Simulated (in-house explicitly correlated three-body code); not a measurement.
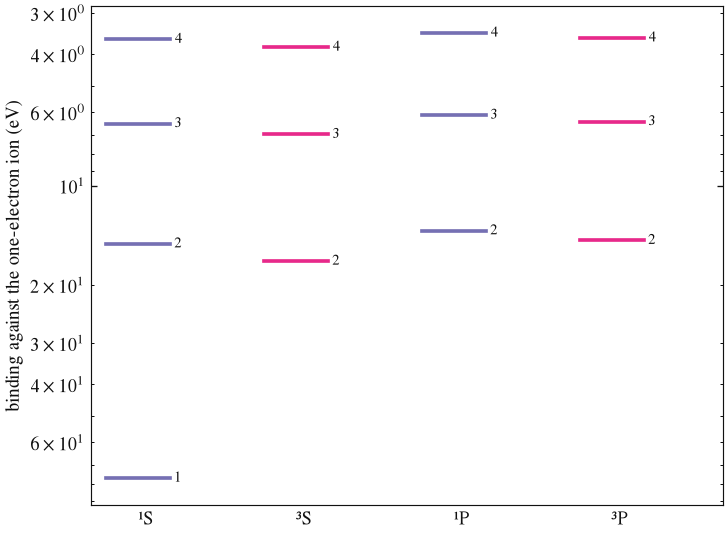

Two electrons around a point charge Z = 3.02. Computed variationally in 260 exponentially correlated functions with an in-house code, non-relativistic, converged to about 10⁻⁷ hartree. The plot shows the bound S and P states that converged, by term and principal number n, on a logarithmic scale of binding.

Question: Describe the level scheme.

Answer: The ground state is bound by 76.9 eV. The n = 2 states drawn run, from the deepest, 2 ³S (16.9 eV), 2 ¹S (15.0 eV), 2 ³P (14.6 eV), 2 ¹P (13.7 eV). Exchange puts 2 ³S below 2 ¹S by 1.92 eV and 2 ³P below 2 ¹P by 0.951 eV. Quantum defects n − (Z − 1)/√(2 E(binding)): 2 ³S 0.189, 2 ¹S 0.076, 2 ³P 0.053, 2 ¹P −0.013.
